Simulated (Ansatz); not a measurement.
## Geometry relaxation of ZrH₃Cl₃O₂ (part 1 of 2)

The run: geometry relaxation of ZrH₃Cl₃O₂. Method and program: RKS B3LYP/def2-SVP (Ansatz 0.2.0).

The input holds or restrains some coordinates. It belongs to a series of runs on one base structure; here: pulled along the bonds that form and break, towards end A. Figures and captions count atoms from 1; the log counts them from 0 in places.

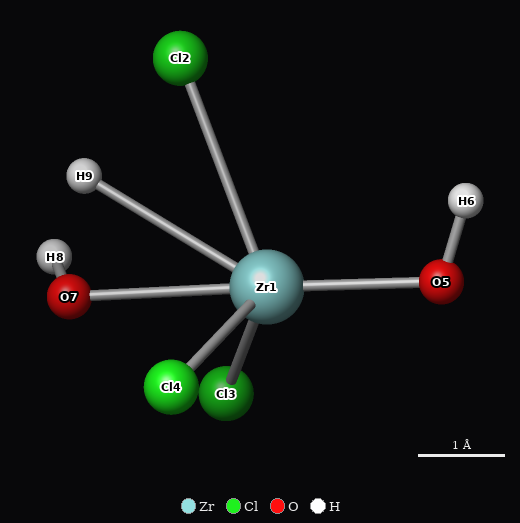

Fig. 1: The structure as given in the input (ball-and-stick view, seen at a tilt; atoms are numbered from 1 in the order of the input). Sticks mark near contacts.

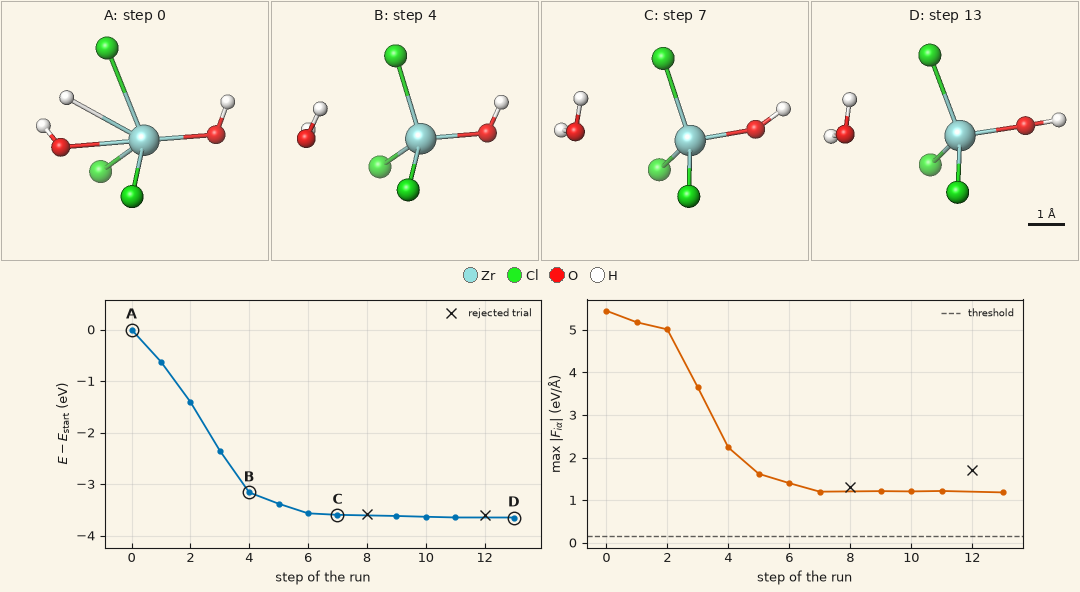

Fig. 2: Frames of the restrained relaxation (ball-and-stick view, seen at a tilt) above the curves, on which the letters mark them (the first geometry is step 0 here and step 1 in the log).

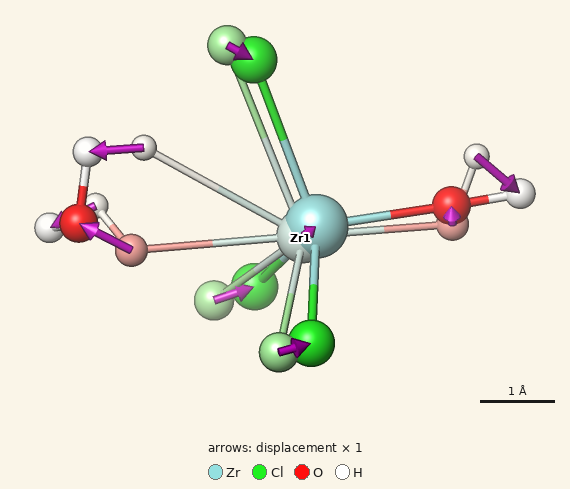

Fig. 3: Start (faint) and end (solid) with the displacements as pink arrows, at true length (ball-and-stick view, seen at a tilt). The two geometries are laid on each other by the best rigid fit. After 13 geometry steps the energy has fallen by 3.649 eV. Largest force component: 5.4 eV/Å at the start, 1.2 eV/Å at the end. The line search rejected the trial steps at points 8, 12 (counted from 0) and went back. The largest moves after the best rigid fit, 0.82 Å, are those of H6 and O7. Largest moves by element: O 0.82 Å, H 0.82 Å, Cl 0.58 Å, Zr 0.22 Å. Distances before and after: Zr1–O7 2.370 → 3.255 Å, Zr1–H9 2.546 → 3.312 Å, O7–H9 1.425 → 0.986 Å, Zr1–Cl2 2.870 → 2.486 Å. New bonds form: O7–H9 (1.43 → 0.99 Å). Bonds break: Zr1–O7 (2.37 → 3.25 Å). Among the angles that change: Zr1–O5–H6 109.5° → 178.8°, Cl2–Zr1–O5 109.5° → 103.8°, Cl2–Zr1–Cl4 109.5° → 115.1°. (Atoms are counted from 1 in the order of the input.)

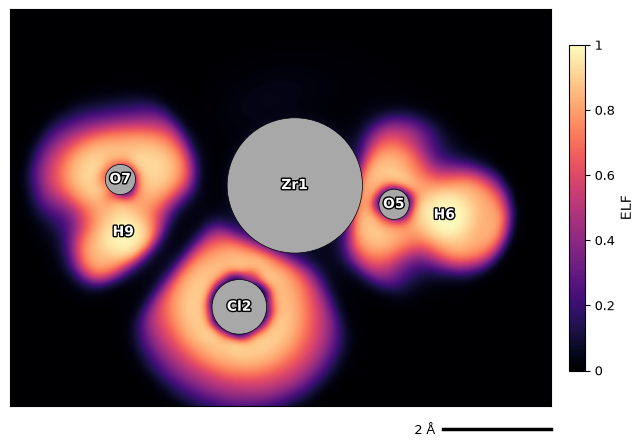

Fig. 4: ELF on the plane of atoms Cl2, Zr1 and O5. Grey discs, where drawn, cover atomic cores. The section cuts through Zr, Cl, O and H sites. Zr1···O7 (3.25 Å): the ELF is only about 0 between them. Zr–O (1.88 Å): the ELF peaks at about 0.80 in the valence shell of O, 0.5 Å from its nucleus, and drops to about 0.20 between the two atoms. O–H (0.96 Å): the ELF climbs to about 1 towards the hydrogen, as it does in any bond to H (a covalent bond by its length). Zr–Cl (2.49 Å): the ELF peaks at about 0.85 in the valence shell of Cl, 0.9 Å from its nucleus, and is about 0.30 at the midpoint.

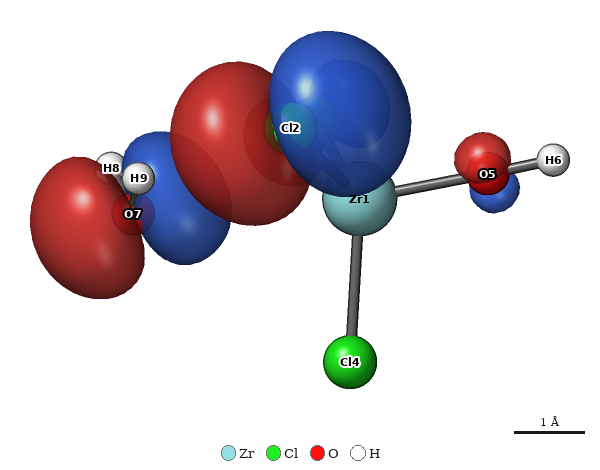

Fig. 5: The HOMO at ±0.08 Å⁻³ᐟ² (red and blue are the two phases), seen from the side. Its energy is −8.53 eV.

These pictures come from the run below.

Input file:
```yaml
crystal:
  periodic: [false, false, false]
  atoms:
    - { symbol: Zr, position_ang: [0.0, 0.0, 0.0] }
    - { symbol: Cl, position_ang: [0.0, 0.0, 2.87] }
    - { symbol: Cl, position_ang: [2.3764, 0.0, -0.8392] }
    - { symbol: Cl, position_ang: [-1.1869, 2.0563, -0.8392] }
    - { symbol: O, position_ang: [-0.975, -1.6891, -0.6893] }
    - { symbol: H, position_ang: [-1.4296, -2.1548, 0.0831] }
    - { symbol: O, position_ang: [1.2429, 1.8744, 0.7473] }
    - { symbol: H, position_ang: [2.0199, 1.5607, 1.3113] }
    - { symbol: H, position_ang: [0.8691, 1.3107, 2.002] }
basis:
  gaussian: { orbitals: def2-SVP }
hamiltonian:
  xc: b3lyp
relax:
  f_tol: 0.15
  max_steps: 25
  restrain:
    - { distance: [0, 6], at: 3.27, k: 30.0 }
    - { distance: [8, 1], at: 2.57, k: 30.0 }
    - { distance: [0, 1], at: 2.52, k: 30.0 }
    - { distance: [8, 6], at: 1.01, k: 30.0 }
output:
  orbitals: {}
```

Command:
```bash
ansatz run input.yaml --threads 4 --pin off --max-ram 5120MiB --backend cpu --events-out ev --progress --plain --runs-dir out
```

Output:
```
The last accepted step is kept in [file] (removed where the run ends without a failure and the disk answers)
Engine: ansatz 0.2.0, aarch64-unknown-linux-gnu
Functional definition: B3LYP
  parameter a0 = 0.2
  parameter ax = 0.72
  parameter ac = 0.81
  exchange = (1 - a0 - ax)*slater_x + ax*b88_x + a0*exact_x
  correlation = (1 - ac)*vwn_rpa_c + ac*lyp_c
1304 factors; integrals over basis functions are off by at most 3.3e-4 eV
mean field evaluation 1: about -42970.2621 eV, gradient 7.9e1 eV
mean field evaluation 2: about -42685.1878 eV, gradient 3.1e2 eV
mean field evaluation 4: about -42980.8856 eV, gradient 2.9e1 eV
mean field evaluation 8: about -42983.0646 eV, gradient 3.1e-1 eV
mean field evaluation 16: about -42983.1068 eV, gradient 1.7e-4 eV
mean field -42983.10684968 eV, -1579.6000417295 hartree, gradient 5.7e-5 eV, S^2 0.000000; 0 other end points of the search recorded, 0 dependent functions left out
the calculation of the forces begins
reference -42983.10720692 eV, -1579.6000548579 hartree; 41, 41 occupied and 87, 87 virtual orbitals, 1304 factors
relax step   1: F+E_penalty+E_count = -42983.10684968 eV  Δ(F+E_penalty+E_count) = +0.000e0 eV  max|allowed force component| = 5.446e0 eV/Å  E_restraint = 25.55651680 eV  max|allowed force component, restraints' pulls added| = 2.493e1 eV/Å  Δτ_max = 0.0000 Å  (31 SCF iters, accepted)
  distance Zr 0 - O 6 = 2.3699 Å
  distance H 8 - Cl 1 = 1.7963 Å
  distance Zr 0 - Cl 1 = 2.8700 Å
  distance H 8 - O 6 = 1.4254 Å
these checks for a lower state are left out or cut short: starts, cluster_reference, orbital_swaps, neighbouring_geometries, increment
1304 factors; integrals over basis functions are off by at most 4.5e-4 eV
mean field -42983.73202149 eV, -1579.6230163699 hartree, gradient 1.6e-5 eV, S^2 0.000000; 0 other end points of the search recorded, 0 dependent functions left out
[... from here on the field's lines of each further geometry are left out, up to the last ...]
relax step   2: F+E_penalty+E_count = -42983.73202149 eV  Δ(F+E_penalty+E_count) = -6.252e-1 eV  max|allowed force component| = 5.176e0 eV/Å  E_restraint = 10.83241252 eV  max|allowed force component, restraints' pulls added| = 1.617e1 eV/Å  Δτ_max = 0.1949 Å  (36 SCF iters, accepted)
relax step   3: F+E_penalty+E_count = -42984.51102183 eV  Δ(F+E_penalty+E_count) = -7.790e-1 eV  max|allowed force component| = 5.010e0 eV/Å  E_restraint = 3.09999821 eV  max|allowed force component, restraints' pulls added| = 6.667e0 eV/Å  Δτ_max = 0.1945 Å  (35 SCF iters, accepted)
relax step   4: F+E_penalty+E_count = -42985.45715591 eV  Δ(F+E_penalty+E_count) = -9.461e-1 eV  max|allowed force component| = 3.648e0 eV/Å  E_restraint = 0.55681891 eV  max|allowed force component, restraints' pulls added| = 3.848e0 eV/Å  Δτ_max = 0.1947 Å  (32 SCF iters, accepted)
relax step   5: F+E_penalty+E_count = -42986.26967875 eV  Δ(F+E_penalty+E_count) = -8.125e-1 eV  max|allowed force component| = 2.236e0 eV/Å  E_restraint = 0.05016677 eV  max|allowed force component, restraints' pulls added| = 1.580e0 eV/Å  Δτ_max = 0.1946 Å  (33 SCF iters, accepted)
relax step   6: F+E_penalty+E_count = -42986.48835242 eV  Δ(F+E_penalty+E_count) = -2.187e-1 eV  max|allowed force component| = 1.617e0 eV/Å  E_restraint = 0.03441211 eV  max|allowed force component, restraints' pulls added| = 1.027e0 eV/Å  Δτ_max = 0.2000 Å  (30 SCF iters, accepted)
relax step   7: F+E_penalty+E_count = -42986.67517521 eV  Δ(F+E_penalty+E_count) = -1.868e-1 eV  max|allowed force component| = 1.399e0 eV/Å  E_restraint = 0.03144411 eV  max|allowed force component, restraints' pulls added| = 4.301e-1 eV/Å  Δτ_max = 0.2000 Å  (38 SCF iters, accepted)
relax step   8: F+E_penalty+E_count = -42986.70421365 eV  Δ(F+E_penalty+E_count) = -2.904e-2 eV  max|allowed force component| = 1.198e0 eV/Å  E_restraint = 0.02909157 eV  max|allowed force component, restraints' pulls added| = 4.442e-1 eV/Å  Δτ_max = 0.2000 Å  (31 SCF iters, accepted)
relax step   9: F+E_penalty+E_count = -42986.68641325 eV  Δ(F+E_penalty+E_count) = +1.780e-2 eV  max|allowed force component| = 1.307e0 eV/Å  E_restraint = 0.02085973 eV  max|allowed force component, restraints' pulls added| = 8.304e-1 eV/Å  Δτ_max = 0.1643 Å  (32 SCF iters, rejected (line search))
relax step  10: F+E_penalty+E_count = -42986.72626237 eV  Δ(F+E_penalty+E_count) = -2.205e-2 eV  max|allowed force component| = 1.211e0 eV/Å  E_restraint = 0.02880484 eV  max|allowed force component, restraints' pulls added| = 3.103e-1 eV/Å  Δτ_max = 0.0821 Å  (31 SCF iters, accepted)
relax step  11: F+E_penalty+E_count = -42986.74177788 eV  Δ(F+E_penalty+E_count) = -1.552e-2 eV  max|allowed force component| = 1.204e0 eV/Å  E_restraint = 0.02886480 eV  max|allowed force component, restraints' pulls added| = 2.106e-1 eV/Å  Δτ_max = 0.1000 Å  (32 SCF iters, accepted)
relax step  12: F+E_penalty+E_count = -42986.75531047 eV  Δ(F+E_penalty+E_count) = -1.353e-2 eV  max|allowed force component| = 1.214e0 eV/Å  E_restraint = 0.02911298 eV  max|allowed force component, restraints' pulls added| = 2.622e-2 eV/Å  Δτ_max = 0.1480 Å  (32 SCF iters, accepted)
relax step  13: F+E_penalty+E_count = -42986.69855903 eV  Δ(F+E_penalty+E_count) = +5.675e-2 eV  max|allowed force component| = 1.700e0 eV/Å  E_restraint = 0.02717140 eV  max|allowed force component, restraints' pulls added| = 1.700e0 eV/Å  Δτ_max = 0.1950 Å  (33 SCF iters, rejected (line search))
the calculation of the forces begins
reference -42986.75655660 eV, -1579.7341659850 hartree; 41, 41 occupied and 87, 87 virtual orbitals, 1305 factors
```
